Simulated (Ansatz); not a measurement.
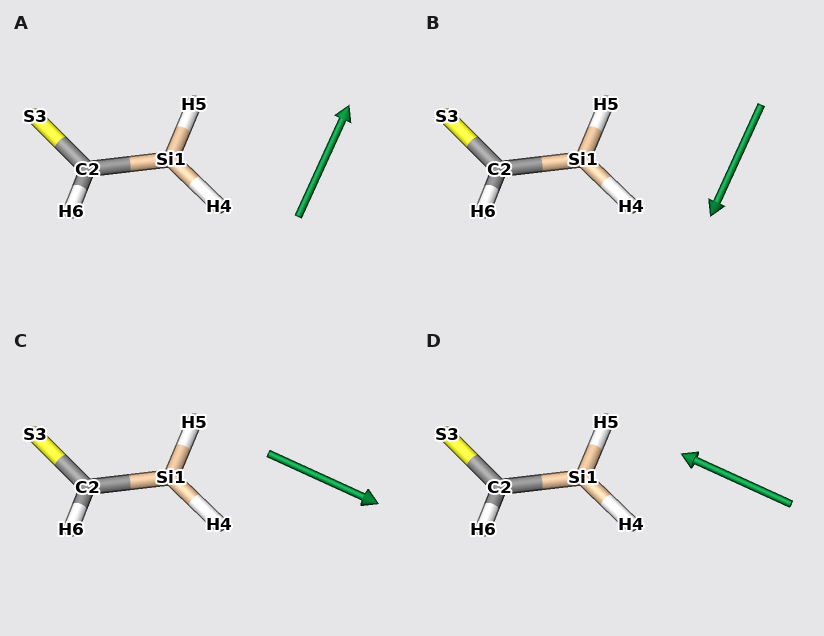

The same molecule four times, each with an arrow. The species is neutral and a spin doublet. The computed structure is the end point of a PBE0-D4/def2-TZVP optimisation. No frequency run is at hand to confirm it as a minimum. Level of theory: UKS PBE0-D4/def2-TZVP (Ansatz 0.2.0).

Question: Which arrow points along the dipole moment, from the negative to the positive end?

Answer: C. The dipole moment is 2.92 D; it points from the side of S3 to the side of H4 (the outermost atoms at the two ends).
